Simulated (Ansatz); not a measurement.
Nudged elastic band, with input and output: Si$_{2}$H$_{7}$SF

- system: Si$_{2}$H$_{7}$SF
- method: RKS PBE0-D4/def2-SVP (Ansatz 0.2.0)

Figures and captions count atoms from 1; the log counts them from 0 in places.

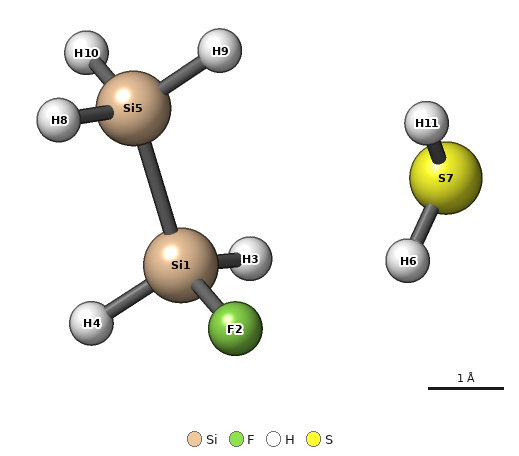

*The starting structure (ball-and-stick view, seen at a tilt; atoms are numbered from 1 in the order of the input).*

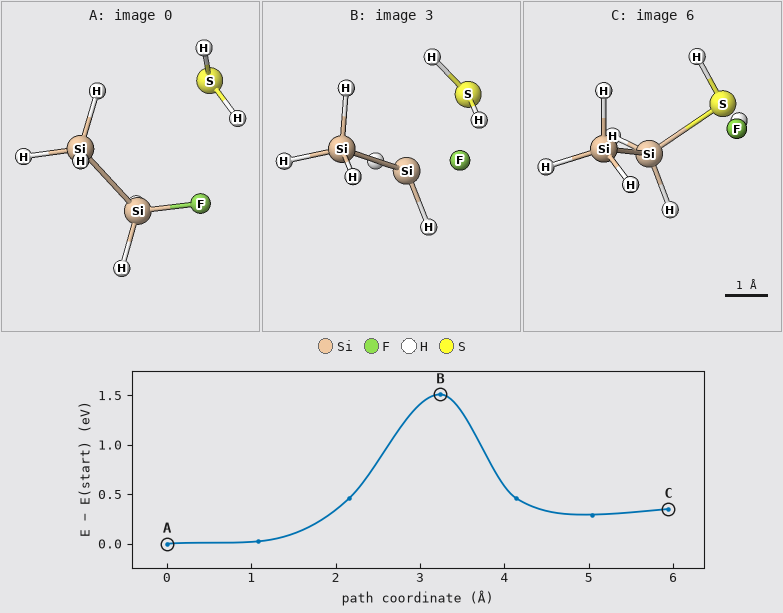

*Images of the last band (counted from 0; ball-and-stick, seen at a tilt) above the energy along the path; the line is a cubic interpolation that uses the forces.*

The highest image is number 3, 1.510 eV above the start and 1.159 eV above the end (the climbing image); the end lies 0.351 eV above the start. The path is 5.94 Å long. The band converged in 13 iterations. The end points carry forces over 0.1 eV/Å, so they aren't fully relaxed minima and the barriers are approximate.

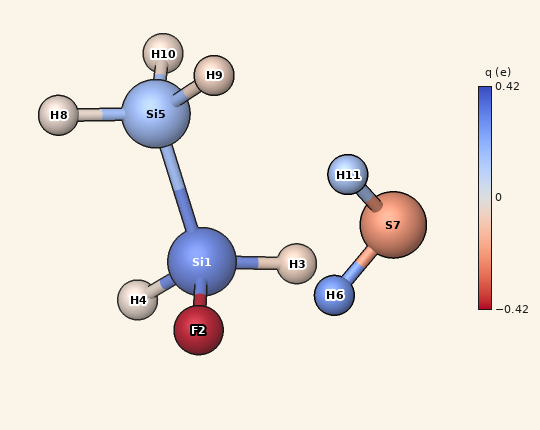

*Mulliken charges, as the colour of each atom (ball-and-stick view, seen at a tilt; atoms are numbered from 1 in the order of the input).*

By element: Si +0.18 to +0.33, F −0.40, H −0.08 to +0.27 and S −0.21 e.

The input and output of the run follow.

The input:
```yaml
crystal:
  periodic: [false, false, false]
  atoms:
    - {symbol: Si, position_ang: [-1.360026, -0.154947, -0.342577]}
    - {symbol: F, position_ang: [-0.825192, -1.654920, -0.596332]}
    - {symbol: H, position_ang: [-1.193977, 0.611112, -1.602416]}
    - {symbol: H, position_ang: [-2.811216, -0.265675, -0.034857]}
    - {symbol: Si, position_ang: [-0.225563, 0.822017, 1.458555]}
    - {symbol: H, position_ang: [1.403078, -1.492899, -1.716370]}
    - {symbol: S, position_ang: [2.140003, -0.388685, -1.913942]}
    - {symbol: H, position_ang: [-0.511767, 0.065544, 2.707154]}
    - {symbol: H, position_ang: [1.242349, 0.861073, 1.239372]}
    - {symbol: H, position_ang: [-0.733810, 2.212400, 1.617051]}
    - {symbol: H, position_ang: [2.876021, -0.615122, -0.815636]}
basis:
  gaussian: {orbitals: def2-SVP}
hamiltonian: {xc: pbe0, dispersion: d4}
neb:
  images: 5
  climbing: true
  max_iterations: 40
  initial_path: idpp
  final_atoms:
    - {symbol: Si, position_ang: [-0.669652, 0.558260, -0.953242]}
    - {symbol: F, position_ang: [0.765647, -2.441413, 0.663960]}
    - {symbol: H, position_ang: [-0.578968, 1.891518, -1.605527]}
    - {symbol: H, position_ang: [-1.990049, -0.042149, -1.269169]}
    - {symbol: Si, position_ang: [-0.275847, 0.710189, 1.352348]}
    - {symbol: H, position_ang: [0.777187, -2.075528, -0.201276]}
    - {symbol: S, position_ang: [0.720982, -0.779998, -1.943027]}
    - {symbol: H, position_ang: [-0.847828, -0.452656, 2.068970]}
    - {symbol: H, position_ang: [1.189884, 0.799458, 1.580349]}
    - {symbol: H, position_ang: [-0.915756, 1.964502, 1.836045]}
    - {symbol: H, position_ang: [1.824301, -0.132282, -1.529431]}
```

Command:
```bash
ansatz run in.yaml --threads 4 --pin off --events-out ev --progress --plain --max-ram 9574MiB
```

Output:
```
Functional definition: PBE0
  name "PBE0"
  cite "Adamo & Barone, J. Chem. Phys. 110, 6158 (1999) doi:10.1063/1.478522"
  cite "Perdew, Burke & Ernzerhof, Phys. Rev. Lett. 77, 3865 (1996) doi:10.1103/PhysRevLett.77.3865"
  parent pbe
  parameter a = 0.25
  parameter kappa = 0.804
  parameter beta = 0.06672455060314922
  exchange = (1 - a)*pbe_x(kappa = kappa, mu = beta*pi^2/3) + a*exact_x
  correlation = pbe_c(beta = beta)
1048 factors; integrals over basis functions are off by at most 3.3e-4 eV
mean field evaluation 1: about -29397.4600 eV, gradient 2.8e1 eV
mean field evaluation 2: about -29396.4536 eV, gradient 3.9e1 eV
mean field evaluation 4: about -29398.7988 eV, gradient 8.0e-1 eV
mean field evaluation 8: about -29398.8083 eV, gradient 7.2e-3 eV
mean field -29398.80825464 eV, -1080.3862761299 hartree, gradient 2.9e-5 eV, S^2 0.000000; 0 other end points of the search recorded, 0 dependent functions left out
the calculation of the forces begins
reference -29398.80828351 eV, -1080.3862771911 hartree; 30, 30 occupied and 73, 73 virtual orbitals, 1048 factors
1051 factors; integrals over basis functions are off by at most 9.9e-4 eV
mean field evaluation 16: about -29398.4206 eV, gradient 1.6e0 eV
mean field -29398.43489433 eV, -1080.3725553916 hartree, gradient 1.7e-5 eV, S^2 0.000000; 0 other end points of the search recorded, 0 dependent functions left out
[... from here on the field's lines of each further geometry are left out, up to the last ...]
WARN: NEB end point (image 0): max|allowed force component| = 8.437e-1 eV/Å (the criterion of neb.relax_end_points is 1.000e-2). That is over neb.f_tol: it is no minimum, so the barrier can be far off. Relax it first
WARN: NEB end point (image 6): max|allowed force component| = 2.030e-1 eV/Å (the criterion of neb.relax_end_points is 1.000e-2). That is over neb.f_tol: it is no minimum, so the barrier can be far off. Relax it first
NEB iter   1: max|band force component| = 4.962e0 eV/Å  barrier→ = 4.2251 eV  barrier← = 3.8742 eV  Δτ_max = 0.2000 Å  (179 SCF iters)
NEB iter   2: max|band force component| = 2.968e0 eV/Å  barrier→ = 2.7810 eV  barrier← = 2.4301 eV  Δτ_max = 0.2000 Å  (144 SCF iters)
NEB iter   3: max|band force component| = 6.578e0 eV/Å  barrier→ = 1.9700 eV  barrier← = 1.6192 eV  Δτ_max = 0.1018 Å  (143 SCF iters)
NEB iter   4: max|band force component| = 1.598e0 eV/Å  barrier→ = 1.7126 eV  barrier← = 1.3618 eV  Δτ_max = 0.2000 Å  (138 SCF iters)
NEB iter   5: max|band force component| = 9.253e-1 eV/Å  barrier→ = 1.5299 eV  barrier← = 1.1790 eV  Δτ_max = 0.1996 Å  (136 SCF iters)
NEB iter   6: max|band force component| = 7.346e-1 eV/Å  barrier→ = 1.4012 eV  barrier← = 1.0504 eV  Δτ_max = 0.1591 Å  (139 SCF iters)
NEB iter   7: max|band force component| = 7.042e-1 eV/Å  barrier→ = 1.3519 eV  barrier← = 1.0010 eV  CI = image 3  Δτ_max = 0.2000 Å  (133 SCF iters)
NEB iter   8: max|band force component| = 8.646e-1 eV/Å  barrier→ = 1.5551 eV  barrier← = 1.2042 eV  CI = image 3  Δτ_max = 0.0996 Å  (142 SCF iters)
NEB iter   9: max|band force component| = 2.989e-1 eV/Å  barrier→ = 1.5243 eV  barrier← = 1.1734 eV  CI = image 3  Δτ_max = 0.1892 Å  (136 SCF iters)
NEB iter  10: max|band force component| = 1.217e0 eV/Å  barrier→ = 1.5157 eV  barrier← = 1.1648 eV  CI = image 3  Δτ_max = 0.1029 Å  (137 SCF iters)
NEB iter  11: max|band force component| = 1.159e-1 eV/Å  barrier→ = 1.5108 eV  barrier← = 1.1599 eV  CI = image 3  Δτ_max = 0.0597 Å  (133 SCF iters)
NEB iter  12: max|band force component| = 1.575e-1 eV/Å  barrier→ = 1.5102 eV  barrier← = 1.1593 eV  CI = image 3  Δτ_max = 0.0282 Å  (134 SCF iters)
the calculation of the forces begins
reference -29397.36476549 eV, -1080.3332288824 hartree; 30, 30 occupied and 73, 73 virtual orbitals, 1050 factors
these checks for a lower state are left out or cut short: stability, starts, cluster_reference, orbital_swaps, neighbouring_geometries, increment
1050 factors; integrals over basis functions are off by at most 1.1e-3 eV
mean field -29398.06573620 eV, -1080.3589890808 hartree, gradient 2.5e-6 eV, S^2 0.000000; 0 other end points of the search recorded, 0 dependent functions left out
the calculation of the forces begins
reference -29398.06576308 eV, -1080.3589900685 hartree; 30, 30 occupied and 73, 73 virtual orbitals, 1050 factors
NEB iter  13: max|band force component| = 4.243e-2 eV/Å  barrier→ = 1.5097 eV  barrier← = 1.1588 eV  CI = image 3  CI's point: of a kind that is not told: the force calls were inconclusive, a negative curvature could not be distinguished from the path's own, the only one lies far off the path, or fixed occupations may fill a level only in part  Δτ_max = 0.0000 Å  (840 SCF iters)
Total energy: -29397.49191102 eV, -1080.3379013941 hartree
Atom 0 at    -0.755413     0.059875    -0.635903 Å, force     0.043382     0.000626     0.003596 eV/Å
Atom 1 at    -0.321199    -1.701266    -0.003796 Å, force    -0.005658    -0.006637     0.017783 eV/Å
Atom 2 at    -0.674248     1.322861    -1.463171 Å, force    -0.003247     0.010089     0.003887 eV/Å
Atom 3 at    -2.126797    -0.421369    -0.956132 Å, force    -0.025306    -0.010273    -0.003382 eV/Å
Atom 4 at    -0.092029     0.772115     1.494119 Å, force    -0.007721     0.008807    -0.011676 eV/Å
Atom 5 at     0.588514    -1.733625    -0.928607 Å, force     0.027404     0.020045    -0.020830 eV/Å
Atom 6 at     1.060579    -0.854692    -2.048659 Å, force    -0.037143    -0.016783    -0.001999 eV/Å
Atom 7 at    -0.613064    -0.100796     2.586026 Å, force    -0.008500    -0.000527    -0.005539 eV/Å
Atom 8 at     1.405953     0.686172     1.504532 Å, force     0.002011    -0.004693     0.007493 eV/Å
Atom 9 at    -0.469286     2.195797     1.755295 Å, force     0.002579     0.000117     0.003210 eV/Å
Atom 10 at     1.996890    -0.225174    -1.303702 Å, force     0.012199    -0.000771     0.007458 eV/Å
Dipole moment:     0.274041     0.054831    -0.097192 e Å
```

The last band as extended XYZ (Å, eV, eV/Å):
```
11
Properties=species:S:1:pos:R:3:forces:R:3 image=0 energy=-29399.00158
Si   -1.3600   -0.1549   -0.3426   -0.1873   0.7097   0.1102
F    -0.8252   -1.6549   -0.5963    0.3587  -0.8437  -0.1229
H    -1.1940    0.6111   -1.6024    0.0090   0.1012  -0.1008
H    -2.8112   -0.2657   -0.0349   -0.1227   0.0197   0.0541
Si   -0.2256    0.8220    1.4586   -0.0535  -0.0501  -0.0871
H     1.4031   -1.4929   -1.7164   -0.1447  -0.1590   0.0462
S     2.1400   -0.3887   -1.9139   -0.0377   0.2050  -0.1785
H    -0.5118    0.0655    2.7072   -0.0277  -0.0752   0.1199
H     1.2423    0.8611    1.2394    0.1433  -0.0063  -0.0388
H    -0.7338    2.2124    1.6171   -0.0494   0.1365   0.0187
H     2.8760   -0.6151   -0.8156    0.1122  -0.0378   0.1790
11
Properties=species:S:1:pos:R:3:forces:R:3 image=1 energy=-29398.97822
Si   -1.2145   -0.0644   -0.3591   -0.0158   0.0056   0.0011
F    -0.7029   -1.6217   -0.4708   -0.0233  -0.0131  -0.0207
H    -0.8205    0.6694   -1.5934   -0.0214  -0.0176  -0.0073
H    -2.7015   -0.1073   -0.2572   -0.0199   0.0176   0.0386
Si   -0.2157    0.8192    1.5681   -0.0002  -0.0016  -0.0017
H     1.1931   -1.6532   -1.5175    0.0186   0.0059  -0.0233
S     2.0077   -0.8385   -2.2220    0.0319   0.0072   0.0022
H    -0.5918   -0.0114    2.7516    0.0033   0.0075   0.0056
H     1.2721    0.8036    1.4173    0.0001   0.0014  -0.0046
H    -0.6693    2.2272    1.7865   -0.0018  -0.0008  -0.0077
H     2.4433   -0.2228   -1.1037    0.0284  -0.0123   0.0177
11
Properties=species:S:1:pos:R:3:forces:R:3 image=2 energy=-29398.54251
Si   -1.0238    0.0099   -0.4070   -0.2320  -0.0320   0.2034
F    -0.4600   -1.5427   -0.1806   -0.1613   0.1413  -0.1461
H    -0.5632    0.9188   -1.5005    0.1240  -0.3375  -0.0403
H    -2.4496   -0.2608   -0.7000   -0.2948   0.1873   0.2302
Si   -0.1894    0.8297    1.6011   -0.0726   0.0630   0.0946
H     0.9495   -1.7273   -1.2767    0.2887  -0.0078  -0.3050
S     1.5279   -0.9793   -2.2494    0.3796  -0.1430  -0.1747
H    -0.6270   -0.0671    2.7077   -0.0141   0.0538   0.1076
H     1.3030    0.7286    1.4763   -0.0687   0.0084  -0.0266
H    -0.5540    2.2500    1.8627   -0.0194   0.0661   0.0850
H     2.0866   -0.1600   -1.3338    0.0706   0.0005  -0.0282
11
Properties=species:S:1:pos:R:3:forces:R:3 image=3 energy=-29397.49188
Si   -0.7554    0.0599   -0.6359    0.0434   0.0006   0.0036
F    -0.3212   -1.7013   -0.0038   -0.0057  -0.0066   0.0178
H    -0.6742    1.3229   -1.4632   -0.0032   0.0101   0.0039
H    -2.1268   -0.4214   -0.9561   -0.0253  -0.0103  -0.0034
Si   -0.0920    0.7721    1.4941   -0.0077   0.0088  -0.0117
H     0.5885   -1.7336   -0.9286    0.0274   0.0200  -0.0208
S     1.0606   -0.8547   -2.0487   -0.0371  -0.0168  -0.0020
H    -0.6131   -0.1008    2.5860   -0.0085  -0.0005  -0.0055
H     1.4060    0.6862    1.5045    0.0020  -0.0047   0.0075
H    -0.4693    2.1958    1.7553    0.0026   0.0001   0.0032
H     1.9969   -0.2252   -1.3037    0.0122  -0.0008   0.0075
11
Properties=species:S:1:pos:R:3:forces:R:3 image=4 energy=-29398.54292
Si   -0.6618    0.3226   -0.8293    0.0744   0.1962  -0.1370
F    -0.1721   -2.0887    0.2236    0.1264  -0.2962   0.1719
H    -0.7884    1.6255   -1.5310   -0.1088   0.2287  -0.0424
H    -1.9419   -0.4194   -1.0226    0.1396  -0.0225  -0.0465
Si   -0.0415    0.7560    1.4017    0.0340  -0.0227  -0.0655
H     0.3662   -1.9715   -0.5566   -0.1335  -0.1580   0.2505
S     0.9147   -0.7130   -2.0068   -0.1034   0.1287   0.0178
H    -0.6592   -0.1290    2.4304   -0.0330  -0.0474  -0.1190
H     1.4476    0.6487    1.4875    0.0247  -0.0237  -0.0073
H    -0.4164    2.1755    1.7055    0.0178  -0.0332  -0.0156
H     1.9527   -0.2070   -1.3025   -0.0382   0.0501  -0.0069
11
Properties=species:S:1:pos:R:3:forces:R:3 image=5 energy=-29398.70711
Si   -0.6693    0.4796   -0.9303   -0.0023  -0.0017  -0.0067
F     0.1412   -2.1673    0.6769   -0.0112   0.0027  -0.0100
H    -0.7081    1.7987   -1.6341   -0.0017  -0.0122   0.0120
H    -1.9752   -0.2092   -1.1320   -0.0072  -0.0065   0.0051
Si   -0.0646    0.7159    1.3300    0.0262   0.0012   0.0002
H     0.4584   -2.0248   -0.1967    0.0041   0.0011  -0.0037
S     0.7419   -0.8214   -1.9797   -0.0070  -0.0015  -0.0032
H    -0.8627   -0.1713    2.2165   -0.0102   0.0014   0.0028
H     1.3997    0.4487    1.4561   -0.0080   0.0007   0.0100
H    -0.3085    2.1423    1.7160   -0.0020   0.0098  -0.0027
H     1.8470   -0.1912   -1.5227    0.0195   0.0049  -0.0037
11
Properties=species:S:1:pos:R:3:forces:R:3 image=6 energy=-29398.65071
Si   -0.6605    0.5451   -0.9672   -0.0312   0.0242   0.0824
F     0.4725   -2.4421    0.8947   -0.0286   0.1954  -0.1114
H    -0.4394    1.7735   -1.7755    0.0191   0.1305  -0.0632
H    -2.0720    0.1136   -1.1255   -0.1290  -0.0339   0.0024
Si   -0.0662    0.8831    1.2748    0.0198  -0.1150  -0.0609
H     0.4651   -2.1762   -0.0063   -0.0079  -0.1058   0.1304
S     0.4487   -1.0797   -1.8805   -0.0702  -0.1930  -0.1107
H    -0.7337   -0.1007    2.1577   -0.0688  -0.1006   0.0678
H     1.4114    0.7812    1.3965    0.1344  -0.0065   0.0034
H    -0.4863    2.2617    1.6484   -0.0404   0.1287   0.0314
H     1.6603   -0.5596   -1.6171    0.2030   0.0761   0.0283
```

Results in brief:

- outcome: converged
- barrier, forward: 1.510 eV
- barrier, backward: 1.159 eV
- dipole moment (one image of the band): 1.42 D
- hardware: 4 threads of Arm Neoverse V1, 23 GiB of memory available, shared host
- wall time: 2.1 min (CPU time 7.9 min)
- peak memory: 0.53 GiB
